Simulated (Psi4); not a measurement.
# SO2 (sulfur dioxide): wB97M-V/jun-cc-pVDZ (sweep point 2)

Aim: the energy change on altering one bond length of SO2 (sulfur dioxide) at wB97M-V/jun-cc-pVDZ (sweep point 2), from 2 runs. Input form: a Python script.

The results are computed with Psi4 1.11.

## 1. The molecule

SO2: 3 atoms, total charge 0, spin state singlet. As SMILES, `O=S=O`. The shape is that of a GFN2-xTB optimisation.

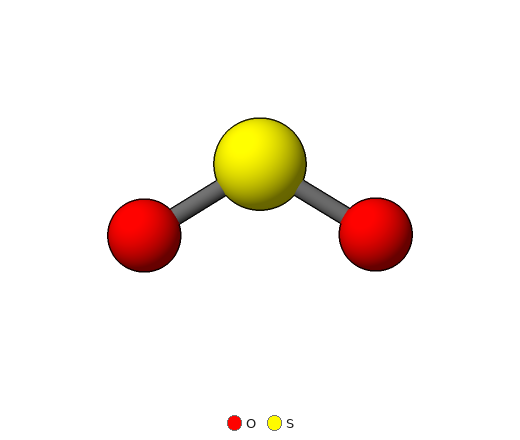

The structure, seen from a chosen angle (oxygen red, sulfur yellow).

## 2. A single-point energy at wB97M-V/jun-cc-pVDZ (sweep point 2)

run.py

```python
import psi4

psi4.set_memory(1600000000)
psi4.set_num_threads(1)
psi4.core.set_output_file('output.dat', False)

geom = psi4.geometry("""
O     -0.970250     0.629650    -0.459050
S      0.280030     0.371410     0.194090
O      0.690220    -1.001060     0.264960
symmetry c1
""")

psi4.set_options({
    'puream': True,
    'scf_type': 'pk',
    'dft_radial_points': 99,
    'dft_spherical_points': 590,
})

e_tot, wfn = psi4.energy("wb97m-v/jun-cc-pVDZ", return_wfn=True)
print(f'wb97m-v/jun-cc-pVDZ energy: {e_tot:.10f} Eh')
```

Run with:

```console
$ python run.py
```

output.dat:

```text
[...]
  Running in c1 symmetry.
[...]
  Nuclear repulsion =  108.356578885425023
[...]
  Multiplicity = 1
[...]
  Nalpha       = 16
  Nbeta        = 16
[...]
    Number of basis functions: 58
[...]
   @RKS iter   1:  -548.34590368527779    8.29340e-02   1.24068e-02 ADIIS/DIIS
[...]
   @RKS iter   9:  -548.55233272355019   -4.47847e-09   2.27805e-07 DIIS
[...]
    Orbital Energies [Eh]
    ---------------------
    Doubly Occupied:
       1A    -89.414443     2A    -19.414736     3A    -19.414708
       4A     -8.319242     5A     -6.228501     6A     -6.227615
       7A     -6.222473     8A     -1.299519     9A     -1.197906
      10A     -0.768108    11A     -0.619214    12A     -0.618682
      13A     -0.612047    14A     -0.478263    15A     -0.466380
      16A     -0.441863
[...]
  @RKS Final Energy:  -548.55233272355019
   => Energetics <=
    Nuclear Repulsion Energy =            108.3565788854250229
    One-Electron Energy =                -970.0571617059770233
    Two-Electron Energy =                 345.3793498947023295
    DFT Exchange-Correlation Energy =     -32.3637158117415922
    Empirical Dispersion Energy =           0.0000000000000000
    VV10 Nonlocal Energy =                  0.1326160140409994
    Total Energy =                       -548.5523327235503075
[...]
 Multipole Moments:
 ------------------------------------------------------------------------------------
     Multipole            Electronic (a.u.)      Nuclear  (a.u.)        Total (a.u.)
 ------------------------------------------------------------------------------------
 L = 1.  Multiply by 2.5417464519 to convert [e a0] to [Debye]
 Dipole X            :          0.5513136            0.0042658            0.5555793
 Dipole Y            :          0.6077027            0.0046990            0.6124017
 Dipole Z            :         -0.0000000            0.0000000           -0.0000000
 Magnitude           :                                                    0.8268641
[...]
```

Standard output:

```text
wb97m-v/jun-cc-pVDZ energy: -548.5523327236 Eh
```

Run time: 28 s. Hardware: 1 thread of Intel Xeon Platinum 8375C at 2.90GHz (Ice Lake), shared host; peak memory 1 GiB.

## 3. The distorted shape

run.py

```python
import psi4

psi4.set_memory(1600000000)
psi4.set_num_threads(1)
psi4.set_output_file('psi4.out', False)

mol = psi4.geometry("""
0 1
O     -1.298409     1.727651    -0.515747
S     -0.048129     1.469411     0.137393
O      0.690220    -1.001060     0.264960
symmetry c1
""")

options = {'basis': 'jun-cc-pVDZ', 'puream': True, 'scf_type': 'pk', 'dft_radial_points': 99, 'dft_spherical_points': 590}
psi4.set_options(options)

e, wfn = psi4.energy('wb97m-v', return_wfn=True)
print('E =', round(e, 9))
for k, v in sorted(psi4.core.scalar_variables().items()):
    print(f'{k:45s} {v:18.10f}')
```

Run with:

```console
$ python run.py
```

psi4.out:

```text
[...]
  Running in c1 symmetry.
[...]
  Nuclear repulsion =   83.243426766693247
[...]
  Multiplicity = 1
[...]
  Nalpha       = 16
  Nbeta        = 16
[...]
    Number of basis functions: 58
[...]
   @RKS iter   1:  -547.41600753862281    9.78128e-02   1.94356e-02 ADIIS/DIIS
[...]
   @RKS iter  20:  -548.30691262457481   -9.73516e-08   9.06684e-07 DIIS
[...]
    Orbital Energies [Eh]
    ---------------------
    Doubly Occupied:
       1A    -89.408048     2A    -19.495086     3A    -19.403825
       4A     -8.318562     5A     -6.229831     6A     -6.227275
       7A     -6.218078     8A     -1.310932     9A     -0.995698
      10A     -0.840518    11A     -0.622482    12A     -0.616919
      13A     -0.616246    14A     -0.391274    15A     -0.389715
      16A     -0.381490
[...]
  @RKS Final Energy:  -548.30691262457481
   => Energetics <=
    Nuclear Repulsion Energy =             83.2434267666932470
    One-Electron Energy =                -920.0266560243476306
    Two-Electron Energy =                 320.4810073808665720
    DFT Exchange-Correlation Energy =     -32.1392333671379546
    Empirical Dispersion Energy =           0.0000000000000000
    VV10 Nonlocal Energy =                  0.1345426193510273
    Total Energy =                       -548.3069126245748066
[...]
 Multipole Moments:
 ------------------------------------------------------------------------------------
     Multipole            Electronic (a.u.)      Nuclear  (a.u.)        Total (a.u.)
 ------------------------------------------------------------------------------------
 L = 1.  Multiply by 2.5417464519 to convert [e a0] to [Debye]
 Dipole X            :         -0.0097444            0.0029426           -0.0068018
 Dipole Y            :          1.5773321            0.0093295            1.5866617
 Dipole Z            :          0.0000000           -0.0000000            0.0000000
 Magnitude           :                                                    1.5866762
[...]
```

On the terminal:

```text
E = -548.306912625
CURRENT ENERGY                                   -548.3069126246
CURRENT REFERENCE ENERGY                         -548.3069126246
DD SOLVATION ENERGY                                 0.0000000000
DFT FUNCTIONAL TOTAL ENERGY                      -548.3069126246
DFT TOTAL ENERGY                                 -548.3069126246
DFT VV10 ENERGY                                     0.1345426194
DFT XC ENERGY                                     -32.1392333671
GRID ELECTRONS ALPHA                               15.9999992989
GRID ELECTRONS BETA                                15.9999992989
GRID ELECTRONS TOTAL                               31.9999985978
NUCLEAR REPULSION ENERGY                           83.2434267667
ONE-ELECTRON ENERGY                              -920.0266560243
PCM POLARIZATION ENERGY                             0.0000000000
PE ENERGY                                           0.0000000000
SCF ITERATION ENERGY                             -548.3069126246
SCF ITERATIONS                                     20.0000000000
SCF TOTAL ENERGY                                 -548.3069126246
TWO-ELECTRON ENERGY                               320.4810073809
XC GRID RADIAL POINTS                              99.0000000000
XC GRID SPHERICAL POINTS                          590.0000000000
XC GRID TOTAL POINTS                           171851.0000000000
```

Run time: 50 s. Hardware: 1 thread of Intel Xeon Platinum 8375C at 2.90GHz (Ice Lake), shared host; peak memory 0.95 GiB.

## 4. Results

At wB97M-V/jun-cc-pVDZ (sweep point 2):

| quantity | value |
| --- | --- |
| first shape: total energy | -548.55233 Eh |
| first shape: dipole moment | 2.10 D |
| first shape: HOMO energy | -12.02 eV |
| first shape: LUMO energy | -1.33 eV |
| first shape: HOMO–LUMO gap | 10.70 eV |
| distorted shape: total energy | -548.30691 Eh |
| distorted shape: dipole moment | 4.03 D |
| distorted shape: HOMO energy | -10.38 eV |
| distorted shape: LUMO energy | -3.72 eV |
| distorted shape: HOMO–LUMO gap | 6.66 eV |
| energy change with the S2–O3 bond stretched from 1.434 to 2.582 Å | 6.678 eV |

With the S2–O3 bond stretched from 1.434 to 2.582 Å the energy rises by 6.68 eV (154 kcal/mol). The first shape isn't relaxed at this level, so the change isn't measured from a minimum. A restricted reference can't describe the breaking bond well at this length.
